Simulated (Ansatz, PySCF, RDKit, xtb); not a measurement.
**Which structure has the formula BSiCl?**

Task: start from the formula BSiCl, draw up candidate structures, narrow them down in stages, and characterise the one that lies lowest at 200 K.

Plan: many cheap relaxations first (GFN2-xTB), then density-functional screening, relaxation at BLYP-D3(BJ)/def2-SVP, vibrations and a final energy. The numbers are computed, not measured.

5 further runs of the same task are left out: 5 set aside as unsound or not needed.

## Step 1: Drawing up candidates

A program enumerates the bonding patterns with one Lewis structure each (two rings at most, one unusual centre or charged pair), with their diastereomers. O–O, O–halogen and N–halogen bonds and N–N–N chains are not drawn. That gives 3 candidates.

| label | SMILES | spin |
| --- | --- | --- |
| c246 | [Si]=BCl | triplet |
| c490 | B#[Si]Cl | singlet |
| c645 | [Si]=BCl | singlet |

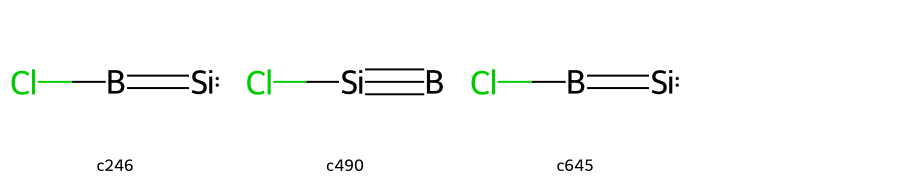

Structural formulas of the candidates.

Candidates are built by distance geometry, with a force field where one applies, in up to four conformers (letters a to d). 2 starts with atoms placed at random are added, to find patterns that the rules miss.

**Question.** With final energies at CCSD(T)/def2-TZVPP, which structure will this search put lowest in free energy, and by what margin?

| quantity | value |
| --- | --- |
| lowest structure found | [Si]=BCl, triplet, C∞v |
| next finalist | [Si]=BCl, singlet, 15.0 kcal/mol higher in G |
| share at equilibrium, among the finalists | 100.0 % |
| harmonic wavenumbers, lowest and highest (BLYP-D3(BJ)/def2-SVP) | 210 and 1110 cm⁻¹ |
| rotational constants, same geometry | 0.08182 cm⁻¹ |
| dipole moment (PBE0/def2-TZVPD) | 0.81 D |
| HOMO energy (highest over α and β) (PBE0/def2-TZVPD) | -6.37 eV |
| LUMO energy (lowest over α and β) (PBE0/def2-TZVPD) | -3.14 eV |
| lowest excitation (TD-B3LYP/def2-SVPD) | 2.26 eV (f = 0.002) |
| vertical ionisation energy (to the doublet cation) | 8.47 eV |
| vertical electron affinity | 1.39 eV |
| vertical singlet less triplet | +0.93 eV |

The lowest structure found is `[Si]=BCl`. The margin of 15.0 kcal/mol over the next finalist is beyond the usual error of the last level; it says nothing of structures that weren't ranked. HF/STO-3G, r2SCAN-D4/def2-SVP, BLYP-D3(BJ)/def2-SVP, HF/def2-TZVPP and MP2/def2-TZVPP already put its bonding pattern lowest among the structures in one piece. The closed-shell singlet of the same pattern is poorly described by one determinant, so the gap to it is too large. The stability test raises a flag; for an open shell a flag towards a general spinor solution can be the free rotation of the spin. The search is not exhaustive (a finite list of starts, one conformer a finalist), so a lower isomer can't be ruled out.
